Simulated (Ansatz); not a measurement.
C₂H₈AlBSi (SMILES [AlH2][C]1([SiH3])BC1)

The calculation's input:

```
crystal:
  periodic: [false, false, false]
  atoms:
    - { symbol: Al, position_ang: [0.6844, 1.4607, 1.2657] }
    - { symbol: C, position_ang: [0.0675, 0.0701, -0.018] }
    - { symbol: Si, position_ang: [-1.7823, -0.1455, -0.4079] }
    - { symbol: B, position_ang: [0.9108, -1.3181, 0.186] }
    - { symbol: C, position_ang: [1.0137, -0.3423, -1.0915] }
    - { symbol: H, position_ang: [0.0756, 1.4753, 2.7467] }
    - { symbol: H, position_ang: [2.0713, 2.2219, 1.0234] }
    - { symbol: H, position_ang: [-2.4409, -0.3628, 0.8541] }
    - { symbol: H, position_ang: [-2.2569, 1.0888, -0.9954] }
    - { symbol: H, position_ang: [-1.9461, -1.2925, -1.2703] }
    - { symbol: H, position_ang: [1.0611, -2.3184, 0.8098] }
    - { symbol: H, position_ang: [0.6039, -0.7547, -1.9887] }
    - { symbol: H, position_ang: [1.9583, 0.1829, -1.0991] }
basis:
  gaussian: { orbitals: "6-31G" }
hamiltonian:
  xc: pbe0
relax:
  f_tol: 0.02
  max_steps: 40
scf:
  lower_state_search: "off"
output:
  orbitals: {}
```

Run with:

```sh
ansatz run input.yaml --threads 1 --pin off --max-ram 2048MiB --backend cpu --events-out ev --progress --plain --runs-dir out
```

The fields are those of the relaxed geometry.

Computed with RKS PBE0/6-31G (Ansatz).

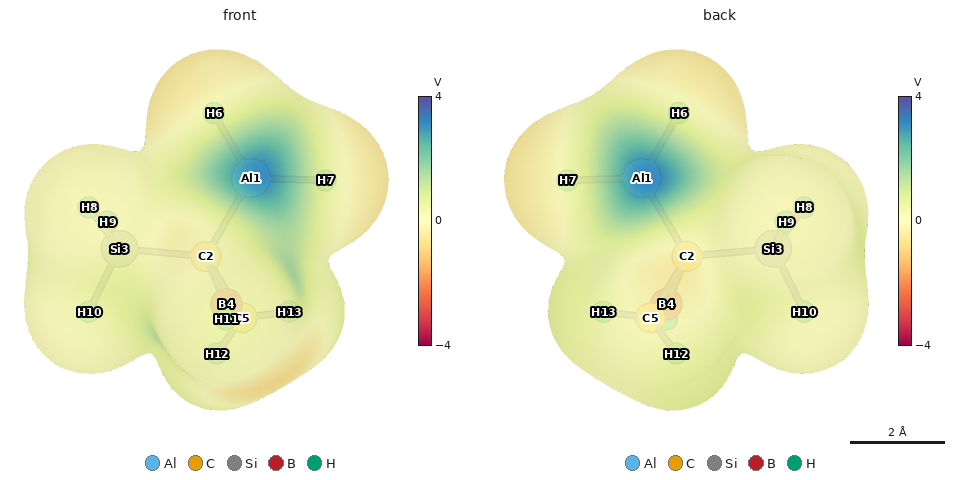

Figure 1. The electrostatic potential painted on the density surface at 0.002 e/bohr³, seen from the front and from behind; red is negative and blue positive.

### Describe the electrostatic potential map.

The most negative region (about −0.7 V) lies over C5, the most positive (about +3.1 V) over Al1.

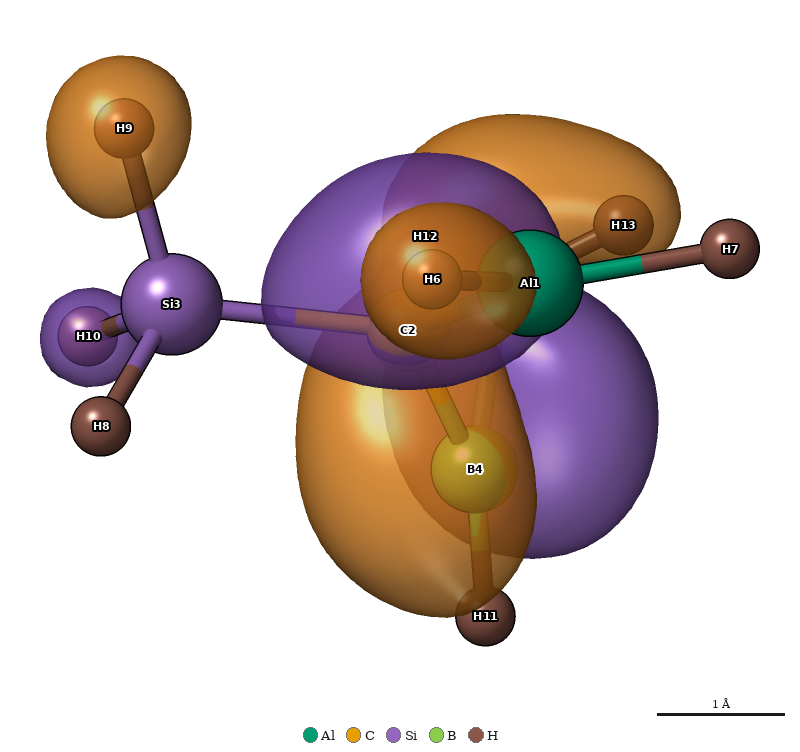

Figure 2. The HOMO at ±0.1 Å⁻³ᐟ² (orange and purple are the two phases), seen from one side.

### What is the character of this orbital?

It lies mainly on C5 (about 25 %), B4 (about 25 %), C2 (about 20 %) and Al1 (about 5 %). Its energy is −7.26 eV.

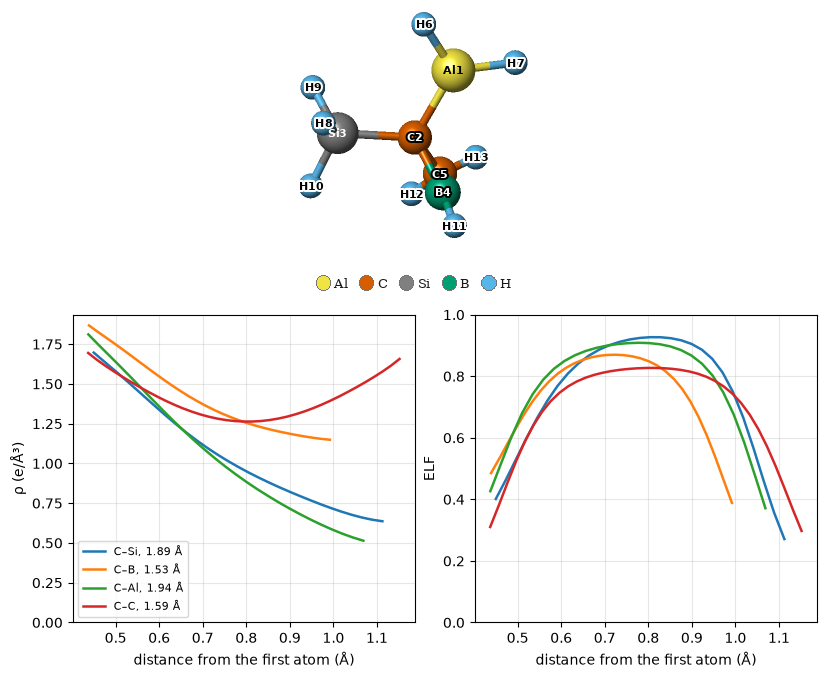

Figure 3. Total electron density and electron localisation function along straight lines between neighbouring atoms. The curves leave out the atomic cores. The structure is drawn too.

### What can be read from the curves?

C–Si (1.89 Å): ρ at the midpoint is about 0.77 e/Å³; the ELF peaks at about 0.95 between the atoms, as expected for a covalent bond.
C–B (1.53 Å): ρ at the midpoint is about 1.3 e/Å³; the ELF peaks at about 0.85 between the atoms, as expected for localised, covalent bonding.
C–Al (1.94 Å): ρ is about 0.62 e/Å³ halfway; the ELF peaks at about 0.90 between the atoms; a shared but strongly polarised pair.
C–C (1.59 Å): ρ at the midpoint is about 1.3 e/Å³; the ELF peaks at about 0.85 between the atoms (a shared electron pair).
